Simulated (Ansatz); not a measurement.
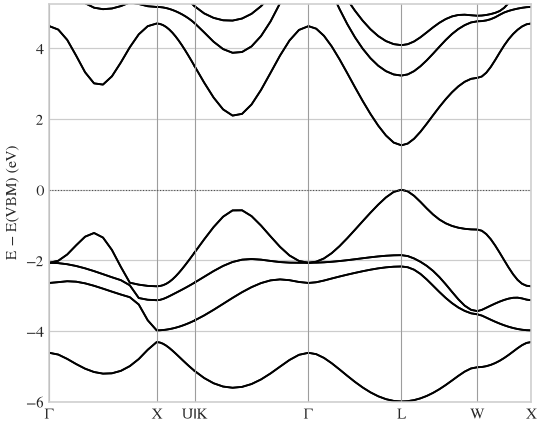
Band structure from LDA with spin–orbit coupling in the plane-wave PAW code Ansatz

### Question
Read off the gap and where the band edges lie.

### Answer
About 1.3 eV (1.26 eV by a search for the band edges); maximum at L, minimum at L.

The material is TlBr (rock salt, Fm-3m).

The first step of the workflow began from a Materials Project structure, measured or hypothetical; the Crystallography Open Database copy checked does not list it. COD files the formula under space group No. 221, so this cell is another polymorph or a model. Its standing as an ambient phase is unchecked. The LDA relaxation kept the symmetry of its start; whether a distortion lowers the energy is not shown.

Potentials: the later of the program's two PAW sets.
